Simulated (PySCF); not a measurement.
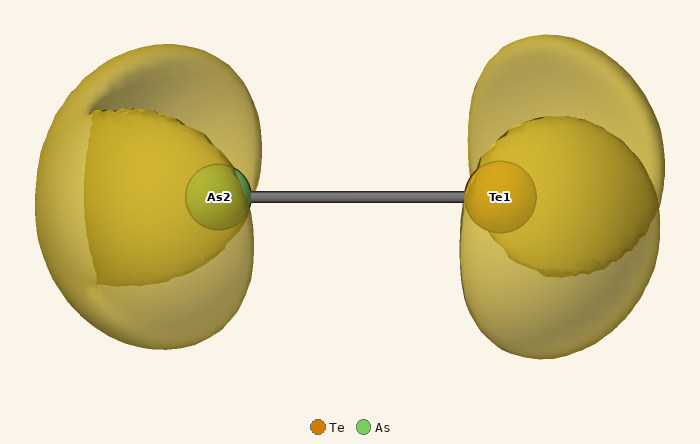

The picture shows: TeAs (doublet). Isosurface of the electron localisation function at 0.8 (yellow), seen from one side. Only the valence region is drawn (cores and ρ < 0.01 e/Å³ removed).

Core potentials replace the inner electrons of Te.

The calculation used PBE0/def2-SVP, non-relativistic Hamiltonian with scalar-relativistic core potentials where named, at a bond length of 2.359 Å (PySCF).

```xyz
2

Te    0.0000    0.0000   -0.8629
As    0.0000    0.0000    1.4961
```

Q: What do the ELF domains correspond to?

A: The surface consists of one ring or bowl of non-bonding electrons around As and two lobes on Te, pointing away from the bonds (non-bonding electrons).

Values along the shortest contacts:
Te–As (2.36 Å): the ELF peaks at about 0.65 between the atoms.
